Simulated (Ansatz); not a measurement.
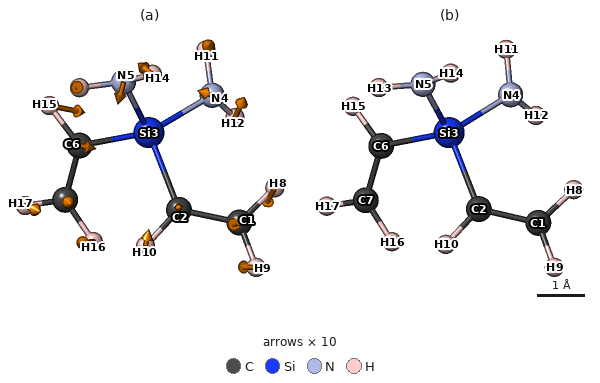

The structure of C4H10N2Si before (left) and after (right) a relaxation, at one scale. The orange arrows give the displacements, 10 times their true length.

A ball-and-stick model, seen at a tilt.

The start comes from PBE-D4/def2-SVP.

All numbers below come from RKS PBE0-D4/def2-TZVP in Ansatz 0.2.0.

Input file:
```yaml
crystal:
  periodic: [false, false, false]
  atoms:
    - {symbol: C, position_ang: [1.171283, -1.668119, 1.520662]}
    - {symbol: C, position_ang: [1.003544, -0.434810, 0.999147]}
    - {symbol: Si, position_ang: [-0.021508, -0.088586, -0.544555]}
    - {symbol: N, position_ang: [-1.022657, -1.508399, -0.762757]}
    - {symbol: N, position_ang: [0.843417, 0.071436, -2.057562]}
    - {symbol: C, position_ang: [-0.903170, 1.561873, -0.320600]}
    - {symbol: C, position_ang: [-1.070241, 2.178076, 0.868124]}
    - {symbol: H, position_ang: [0.677053, -2.547271, 1.069982]}
    - {symbol: H, position_ang: [1.809350, -1.860273, 2.401912]}
    - {symbol: H, position_ang: [1.539169, 0.406289, 1.480437]}
    - {symbol: H, position_ang: [-1.557156, -1.556051, -1.634988]}
    - {symbol: H, position_ang: [-1.610768, -1.801311, 0.022416]}
    - {symbol: H, position_ang: [1.246209, 0.988681, -2.267520]}
    - {symbol: H, position_ang: [1.515151, -0.663772, -2.297452]}
    - {symbol: H, position_ang: [-1.352537, 2.039017, -1.214072]}
    - {symbol: H, position_ang: [-0.657791, 1.757286, 1.802862]}
    - {symbol: H, position_ang: [-1.628447, 3.125534, 0.974164]}
basis:
  gaussian: {orbitals: def2-TZVP}
hamiltonian: {xc: pbe0, dispersion: d4}
relax: {f_tol: 0.005, max_steps: 150}
```

Command:
```bash
ansatz run in.yaml --threads 8 --pin off --events-out ev --progress --plain --max-ram 20889MiB
```

Q: Summarise the run.

A: The energy falls by 10.5 kJ/mol in 7 accepted moves (9 points after the start). The largest force component goes from 0.57 to 0.0026 eV/Å. The line search rejected the trial steps at points 3, 5 of the run. The atom that moves furthest after the best rigid fit is H16 (0.11 Å). Largest moves by element: H 0.11 Å, C 0.06 Å, N 0.05 Å, Si 0.01 Å. Near-neighbour distances that change, for instance: Si3–N4 1.751 → 1.719 Å, C2–Si3 1.885 → 1.866 Å, C1–C2 1.350 → 1.331 Å, Si3–C6 1.885 → 1.866 Å. Bond angles that change, for instance: Si3–N4–H12 117.7° → 120.1°, Si3–N5–H13 117.0° → 119.3°, Si3–N5–H14 117.4° → 119.7°.
